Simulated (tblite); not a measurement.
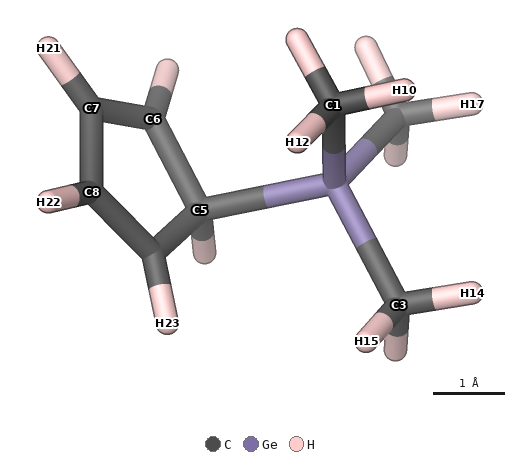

Fig. 1: The structure (stick view, seen at a tilt; atoms are numbered from 1 in the order of the input). Sticks mark near contacts. Bond lengths as drawn: C–C 1.35 to 1.47 Å, C–Ge 1.98 to 2.04 Å and C–H 1.08 to 1.09 Å.

## Relaxed scan of C$_{8}$H$_{14}$Ge

- system: C$_{8}$H$_{14}$Ge
- method: GFN2-xTB relaxed scan under a harmonic restraint, gas phase (tblite 0.8.0)

Input file:
```
{"job": {"xc": "GFN2-xTB", "basis": "xTB", "coordinate": [["t", [0, 1, 4, 5], 0.1111111111111111], ["t", [0, 1, 4, 8], 0.1111111111111111], ["t", [0, 1, 4, 18], 0.1111111111111111], ["t", [2, 1, 4, 5], 0.1111111111111111], ["t", [2, 1, 4, 8], 0.1111111111111111], ["t", [2, 1, 4, 18], 0.1111111111111111], ["t", [3, 1, 4, 5], 0.1111111111111111], ["t", [3, 1, 4, 8], 0.1111111111111111], ["t", [3, 1, 4, 18], 0.1111111111111111]], "kind": "drive"}, "charge": 0, "multiplicity": 1}
C     -1.282740     1.502852    -0.360572
Ge    -0.794837    -0.410574    -0.165504
C     -1.112601    -1.391088    -1.872476
C     -1.846947    -1.254868     1.303105
C      1.186383    -0.560066     0.298748
C      1.406676     0.258357     1.502755
C      2.090846     1.368378     1.161818
C      2.413869     1.308391    -0.234206
C      1.927477     0.161704    -0.749010
H     -2.335808     1.603061    -0.607037
H     -1.092310     2.040439     0.562757
H     -0.698585     1.966202    -1.149167
H     -0.785363    -2.423919    -1.798042
H     -2.171428    -1.387168    -2.113622
H     -0.576315    -0.919853    -2.690240
H     -1.539736    -2.284039     1.463890
H     -2.904074    -1.251207     1.054559
H     -1.714637    -0.708638     2.231845
H      1.402483    -1.621773     0.394200
H      1.049977    -0.014451     2.480586
H      2.373384     2.176164     1.814833
H      2.969362     2.065399    -0.760637
H      2.030170    -0.196318    -1.758506
```

The first line tells a small driver script what to run in tblite; the rest is the geometry in Å.

Hardware: 1 CPU thread, shared host.

Launched with:
```bash
OMP_NUM_THREADS=1 python <driver script> task.json out
```

The program's output:
```
point  coordinate     E/eV
  0    -34.800     -711.13555
  1    -49.700     -711.10735
  2    -64.800     -711.07919
  3    -80.000     -711.06862
  4    -95.200     -711.08174
  5   -110.300     -711.10965
  6   -125.200     -711.13566
  7   -140.000     -711.14308
```

Results in brief:

```json
{"quantity": "outcome", "value": "converged"}
{"quantity": "wall time", "value": "5.4 s"}
{"quantity": "peak memory", "value": "0.19 GiB"}
```
